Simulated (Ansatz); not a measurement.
# CdAgCl3 (model cell, started as cubic perovskite with Cd in the octahedra): a soft mode frozen in, part 3 of 3

Aim: this structure of CdAgCl3 (model cell, started as cubic perovskite with Cd in the octahedra) is to be tested for unstable modes, and one is followed downhill.

Ansatz 0.2.0; DFT PBEsol, scalar-relativistic, plane waves, PAW.

So far. Step 5 (Energy along the mode, all amplitudes (two of the runs …): The lowest of the steps tried is the last one, at 0.6 Å, 107 meV/atom below the parent; the bottom of the well need not coincide with a step. Step 7 (The new phase in its own primitive cell): The largest force component left is 0.092 meV/Å and the pressure is -0.002 GPa, within the tolerances set. The cell now holds 23.84 Å³/atom. The relaxed cell has a = 6.997, c = 9.740 Å (conventional setting).

The structure was built from a prototype and need not be the compound's stable phase.

## (8) Modes of the new phase

A relaxed structure may still be a saddle point, so its zone-centre modes are computed. The response to a homogeneous field gives the Born charges and the dielectric tensor.

The input, input.yaml:

```yaml
crystal:
  lattice:
    - [-3.4984037761, 3.4984037761, 4.8702465872]
    - [3.4984037761, -3.4984037761, 4.8702465872]
    - [3.4984037761, 3.4984037761, -4.8702465872]
  atoms:
    - { symbol: Ag, position: [0.75, 0.25, 0.5] }
    - { symbol: Ag, position: [0.25, 0.75, 0.5] }
    - { symbol: Cd, position: [0.5, 0.5, 0.0] }
    - { symbol: Cd, position: [0.0, 0.0, 0.0] }
    - { symbol: Cl, position: [0.6579052586, 0.8420947414, 0.5] }
    - { symbol: Cl, position: [0.3420947414, 0.1579052586, 0.5] }
    - { symbol: Cl, position: [0.75, 0.75, 0.0] }
    - { symbol: Cl, position: [0.25, 0.25, 0.0] }
    - { symbol: Cl, position: [0.1579052586, 0.6579052586, 0.8158105173] }
    - { symbol: Cl, position: [0.8420947414, 0.3420947414, 0.1841894827] }
kpoints:
  mp_grid: { grid: [6, 6, 6] }
hamiltonian:
  xc: pbesol
scf:
  occupations: { method: fixed }
output:
  eigenvalues: true
phonons:
  method: dfpt
  dielectric: true
  rigid_motions: translations
```

Started as:

```sh
> ansatz run input.yaml --threads 8 --pin off --max-ram 14336MiB --backend cpu --events-out ev --progress --plain --runs-dir out
```

Numbers of over 12 decimals in the logs are rounded to 6 here.

What it wrote:

```text
[...]
Crystal: 10 atoms, lattice volume = 238.424 Å³
Basis set: ecut = 420 eV, 4653 PW (Γ), exchange–correlation on 96×96×96 points (8 copies of the dense FFT grid, shifted against one another)
Bands: 72, of which v1, the nominal top of the filled ones, is band 60 counted from 1 (59 counted from 0)
Symmetry: 16 space group operations
k-points: 112 of 216 (irreducible under 1 space group operation, time reversal used)
[...]
SCF iter   1: F=—  HF=-37783.749961 eV  |F-HF|=—  |Δ(HF+E_count)|=         —  Δρ=5.95e-3  dr2=1.01e-1  ethr=1.77e-3  ⟨swp⟩=4.7  Hψ=25722  notcnv=0  defer=1064
[...]
SCF iter  11: F=-37783.719222 eV  HF=-37783.719222 eV  |F-HF|=0.00e0  |Δ(HF+E_count)|=  8.73e-11  Δρ=5.77e-8  dr2=8.29e-12  ethr=1.00e-12  ⟨swp⟩=14.8  Hψ=48600  notcnv=0
SCF 1 converged in 11 iterations: F = -37783.719222 eV  dr2 = 8.29e-12
[...]
NSCF: frozen V_eff on 4 k-points
DFPT response loops at Γ: preconditioner auto → Resta (q_TF=auto, 2.433 Å⁻¹)  ε∞=5.8 (no band partly filled); β = 1.00, the filter's whole step (`scf.mixing.beta` (0.50) is not read by the response loops at its default; to damp them type it under 1.00, their step now; it binds the ground state too); Broyden in place of MSR1
── the response to a field inside a basis, on 6×6×6 k-points: an SCF that follows is theirs, and a resumed run solves both again ──
Bands: 61, of which v1, the nominal top of the filled ones, is band 60 counted from 1 (59 counted from 0)
k-points: 28 of 216
[...]
Eigensolver: Dense (28 Hₖ)
SCF iter   1: F=—  HF=-37783.374729 eV  |F-HF|=—  |Δ(HF+E_count)|=         —  Δρ=6.58e-4  dr2=3.99e-4  ethr=1.00e-1
[...]
SCF iter   6: F=-37783.374850 eV  HF=-37783.374850 eV  |F-HF|=1.43e-8  |Δ(HF+E_count)|=   2.10e-7  Δρ=3.95e-6  dr2=4.33e-8  ethr=2.17e-10
SCF 1 converged in 6 iterations: F = -37783.374850 eV  dr2 = 4.33e-8
[...]
SCF converged after 11 iterations
Free energy (F): -37783.719222 eV
[...]
Internal energy: -37783.719222 eV  (E = F + TS)
E sigma→0 (E₀):  -37783.719222 eV
Fermi energy:    5.250097 eV
[...]
--- Band table (eV; the first three rows and the last of 112) ---
  k-point 0: bands = [... 56 lower, 4.8193, 5.0235, 5.0235, 5.2501, 7.0598, 8.1714, 8.9147, 11.8248, ... 8 higher]
  k-point 1: bands = [... 56 lower, 4.9384, 4.9951, 5.0180, 5.1344, 7.5686, 8.2862, 9.0540, 11.8024, ... 8 higher]
  k-point 2: bands = [... 56 lower, 4.7733, 4.8707, 4.9761, 5.0796, 8.4430, 8.6324, 9.4117, 11.3645, ... 8 higher]
  k-point 111: bands = [... 56 lower, 4.8646, 4.8646, 4.9102, 4.9102, 8.6892, 9.4834, 10.5408, 10.5717, ... 8 higher]
--- Phonons (Γ-DFPT): 8 representative perturbations + reference, on 112 of 216 k-points (Σ response iterations 32) ---
  k mesh reduced under 1 symmetry operation, with k and −k counted as one. Each operation leaves every solved perturbation unchanged. A smaller set is not considered because the run solves the response to a homogeneous field
  ASR residual: 4.537e-5 → 0.000e0 eV/Å²; symmetrization residual: 1.597e-5 eV/Å²
  ASR residual per site (eV/Å²): 4.54e-5 4.54e-5 1.71e-5 1.71e-5 1.15e-5 1.15e-5 8.32e-6 8.32e-6 1.15e-5 1.15e-5
  Γ frequencies (cm⁻¹): -119.56 -119.56 -76.33 -76.33 -51.81 -51.81 -16.85 0.00 0.00 0.00 22.67 22.67 34.43 66.43 66.43 88.56 95.56 98.00 98.00 121.85 121.85 149.22 166.23 182.46 198.52 216.08 223.48 223.48 333.15 357.99
  ε∞ (high-frequency dielectric tensor):
        4.047828     0.000000     0.000000
        0.000000     4.047828     0.000000
        0.000000     0.000000     4.546475
  softest optical mode at Γ: -119.56 cm⁻¹; the repairs (sum rule, projections) moved no ω² at Γ by more than (1.97 cm⁻¹)²
  Born effective charges Z* (e; rows j = field, columns β = displacement):
    site 0:
         1.29683   -0.00000    0.00000
         0.00000    1.29683   -0.00000
        -0.00000   -0.00000    1.87110
    site 1:
         1.29683    0.00000    0.00000
         0.00000    1.29683   -0.00000
        -0.00000   -0.00000    1.87110
    site 2:
         2.56035    0.00249   -0.00000
        -0.00249    2.56035   -0.00000
        -0.00000    0.00000    2.56069
    site 3:
         2.56035   -0.00249    0.00000
         0.00249    2.56035    0.00000
        -0.00000   -0.00000    2.56069
    site 4:
        -1.45664   -0.36868   -0.00000
        -0.36868   -1.45664   -0.00000
        -0.00000   -0.00000   -1.19344
    site 5:
        -1.45664   -0.36868   -0.00000
        -0.36868   -1.45664   -0.00000
        -0.00000   -0.00000   -1.19344
    site 6:
        -0.94389    0.00000    0.00000
         0.00000   -0.94389    0.00000
        -0.00000   -0.00000   -2.04491
    site 7:
        -0.94389   -0.00000    0.00000
         0.00000   -0.94389    0.00000
         0.00000   -0.00000   -2.04491
    site 8:
        -1.45664    0.36868   -0.00000
         0.36868   -1.45664   -0.00000
         0.00000    0.00000   -1.19344
    site 9:
        -1.45664    0.36868    0.00000
         0.36868   -1.45664    0.00000
        -0.00000    0.00000   -1.19344
  Z* charge neutrality: 1.763e-2 e pre-enforcement
  solved inside a basis spanned on kpoints, on 6×6×6 k-points, its susceptibility summed on 8×8×10: ε∞ is read to err by 1.8e-2, Z* by 3.8e-2 e (field_mesh: kpoints solves on kpoints); Z* is corrected for what the basis lacks
  optical modes at Γ without the LO–TO term, one row a degenerate level:
      ω (cm⁻¹)  modes    IR ((D/Å)²/amu)
       -119.56      2             0.0000
        -76.33      2             7.2066
        -51.81      2             0.0000
        -16.85      1             2.6686
         22.67      2             0.0582
         34.43      1             0.0000
         66.43      2             2.5957
[...]
optical modes at Γ + LO–TO along q̂ = [1.0000, 0.0000, 0.0000]:
      ω (cm⁻¹)  modes    IR ((D/Å)²/amu)
[...]
optical modes at Γ + LO–TO along q̂ = [0.0000, 1.0000, 0.0000]:
      ω (cm⁻¹)  modes    IR ((D/Å)²/amu)
[...]
optical modes at Γ + LO–TO along q̂ = [0.0000, 0.0000, 1.0000]:
      ω (cm⁻¹)  modes    IR ((D/Å)²/amu)
[...]
88.56      1             0.0000
         98.00      2             0.0000
        121.85      2             3.2988
        136.83      1             4.9157
        149.22      1             0.0000
        166.23      1             0.0000
        182.46      1             0.0000
        198.52      1             0.0000
        216.08      1             0.0000
        223.48      2             7.7350
        333.15      1             0.0000
        377.45      1             7.9704
```

It took 6.2 min on 8 threads of Arm Neoverse V2, shared host; peak memory 7 GiB.

Numbers from this step:

| Property | Result |
| --- | --- |
| sum-rule residual before enforcement | 4.54e-5 eV/Å² |
| miss of the charge sum rule | 0.01763 e |
| estimated error of the dielectric tensor | 0.01788 |
| estimated error of the Born charges | 0.03788 e |
| point group | 4/mmm |
| highest optical mode at the zone centre (no LO-TO term) | 358.0 cm⁻¹ |
| lowest optical zone-centre mode | -119.6 cm⁻¹ |
| mean high-frequency dielectric constant | 4.214 |
| largest Born charge (third of the trace) | 2.560 e |
| top of the zone-centre spectrum with the field | 377.4 cm⁻¹ |

Without the LO-TO term. Patterns of degenerate modes are one choice out of their space. The modes at Γ (shares of kinetic energy by element, %) (negative means imaginary):

```csv
mode,frequency (cm⁻¹),symmetry,Ag %,Cd %,Cl %
1,-119.6,Eg,1,0,99
2,-119.6,Eg,1,0,99
3,-76.3,Eu,13,5,82
4,-76.3,Eu,13,5,82
5,-51.8,Eg,85,0,15
6,-51.8,Eg,85,0,15
7,-16.9,A2u,67,14,19
8,0.0,acoustic,33,34,33
9,0.0,acoustic,33,34,33
10,0.0,acoustic,33,34,33
11,22.7,Eu,52,37,11
12,22.7,Eu,52,37,11
13,34.4,B2g,100,0,0
14,66.4,Eu,1,41,57
15,66.4,Eu,1,41,57
16,88.6,B1u,0,0,100
17,95.6,A2u,0,34,65
18,98.0,Eg,15,0,85
19,98.0,Eg,15,0,85
20,121.8,Eu,1,72,27
21,121.8,Eu,1,72,27
22,149.2,B1g,0,0,100
23,166.2,A2g,0,0,100
24,182.5,A1u,0,100,0
25,198.5,A1g,0,0,100
26,216.1,B2g,0,0,100
27,223.5,Eu,0,9,91
28,223.5,Eu,0,9,91
29,333.1,A2g,0,0,100
30,358.0,A2u,0,17,83
```

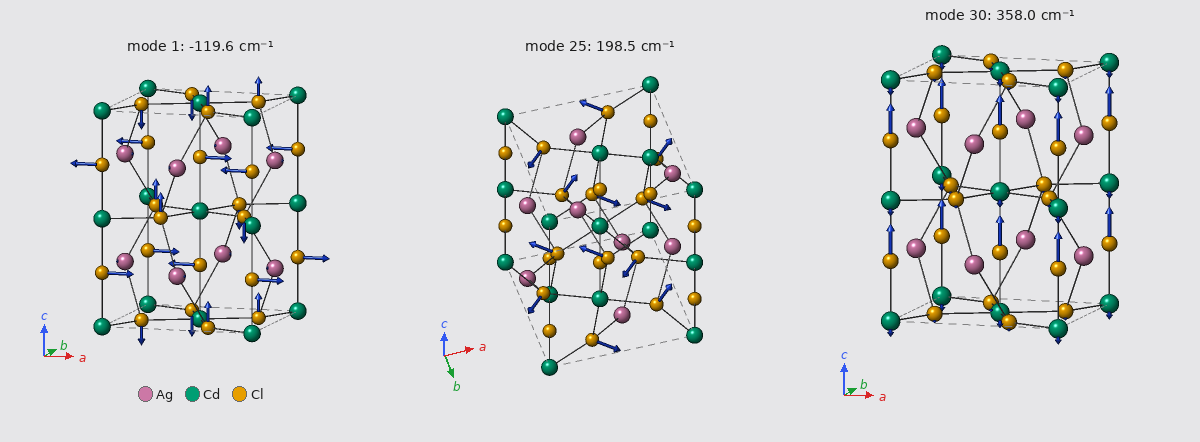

Displacement patterns of modes 1, 25 and 30 at Γ; arrows are exaggerated. Some periodic images of atoms are drawn too.

Optical modes at the zone centre, without and with the macroscopic field of the longitudinal modes; each column is sorted by frequency, so a row need not hold one and the same mode. Modes with and without the field, by row:

```csv
rank among optical modes,no field (cm⁻¹),"q along (1, 0, 0) (cm⁻¹)","q along (0, 0, 1) (cm⁻¹)"
1,-119.6,-119.6,-119.6
2,-119.6,-119.6,-119.6
3,-76.3,-76.3,-76.3
4,-76.3,-51.8,-76.3
5,-51.8,-51.8,-51.8
6,-51.8,-40.2,-51.8
7,-16.9,-16.9,22.7
8,22.7,22.7,22.7
9,22.7,24.1,34.4
10,34.4,34.4,45.4
11,66.4,66.4,66.4
12,66.4,84.5,66.4
13,88.6,88.6,88.6
14,95.6,95.6,98
15,98,98,98
16,98,98,121.8
17,121.8,121.8,121.8
18,121.8,139.8,136.8
19,149.2,149.2,149.2
20,166.2,166.2,166.2
21,182.5,182.5,182.5
22,198.5,198.5,198.5
23,216.1,216.1,216.1
24,223.5,223.5,223.5
25,223.5,247.6,223.5
26,333.1,333.1,333.1
27,358,358,377.4
```

Born charge (rows field, columns displacement) (e), principal values of the symmetric part by kind of site:

```csv
atom,atoms with these values,low,middle,high,mean
Ag1,2,1.30,1.30,1.87,1.49
Cd3,2,2.56,2.56,2.56,2.56
Cl5,4,-1.83,-1.19,-1.09,-1.37
Cl7,2,-2.04,-0.94,-0.94,-1.31
```

In full for Cl5:

```
-1.46 -0.37  0.00
-0.37 -1.46  0.00
 0.00  0.00 -1.19
```

High-frequency dielectric tensor:

```
4.05 0.00 0.00
0.00 4.05 0.00
0.00 0.00 4.55
```

Transverse modes; imaginary modes are left out. Lines of the infrared spectrum (strongest = 100):

```csv
position (cm⁻¹),label,relative intensity
23,Eu,0.8
34,B2g,0.0
66,Eu,34
89,B1u,0.0
96,A2u,53
98,Eg,0.0
122,Eu,43
149,B1g,0.0
166,A2g,0.0
182,A1u,0.0
198,A1g,0.0
216,B2g,0.0
224,Eu,100
333,A2g,0.0
358,A2u,85
```

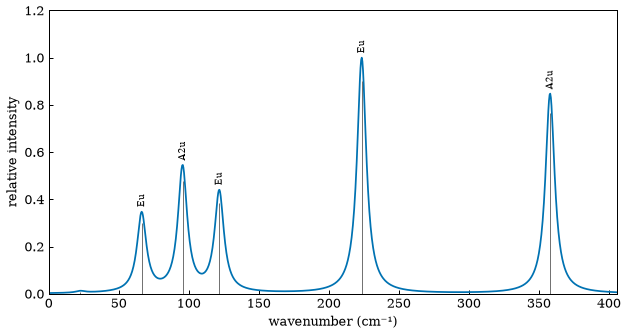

The infrared spectrum, broadened with Lorentzians of width 8 cm⁻¹; bars mark the lines.

Before it was imposed, the acoustic sum rule was missed by 4.5e-5 eV/Å² and the charge sum rule by 0.018 e. Small misses are needed for a sound result but don't prove that mesh and cutoff are converged. The lowest optical mode is imaginary, 119.6i cm⁻¹, so the energy falls along it.

## (9) Results

```yaml
unstable_mode_of_the_parent: q = (-0.5, -0.5, -0.5), 126i cm⁻¹
depth_at_the_lowest_point_sampled: 107 meV/atom
largest_atomic_shift_at_that_point: 0.6 Å
space_group_reached_within_0p01_a: I4/mcm
energy_gained_over_the_parent_first_relaxation_on_the_mesh_of_the_frozen_mode: 180 meV/atom
volume_per_atom_phase_reached: 23.8 Å³
gap_on_the_k_mesh_phase_reached: 1.81 eV
lowest_optical_zone_centre_mode_phase_reached: -120 cm⁻¹
highest_optical_mode_at_the_zone_centre_no_lo_to_term_phase_reached: 358 cm⁻¹
```

Along this mode the structure falls into I4/mcm, 180 meV/atom below the parent. At the parent's cell the well is 106.7 meV/atom deep on the steps tried, with its lowest point at a shift of 0.6 Å. That is the last step tried, so the steps alone don't bracket the bottom of the well. Relaxing atoms and cell changes the gain by +73.04 meV/atom against the lowest step (energies at zero smearing). The new phase still has an imaginary mode at the zone centre of its cell, so it is a saddle point on the way to a lower structure. Of the 7 patterns followed to their end from this parent, this one ends 146 meV/atom above the lowest, R-3c. Each path keeps the symmetry of its pattern, so a lower phase may lie along a pattern not tried. The starting cell was built on a prototype and not taken from a measurement, so the phase need not exist.

[Logs are printed without paths, hosts, clocks, repeated set-up lines and the standing remarks that a program may print on its own settings, such as how far it seeks lower states.]

[Hosts, paths, dates, database ids (printed as entryN), source tags and the programs' standing remarks are cut or masked in the printed files.]
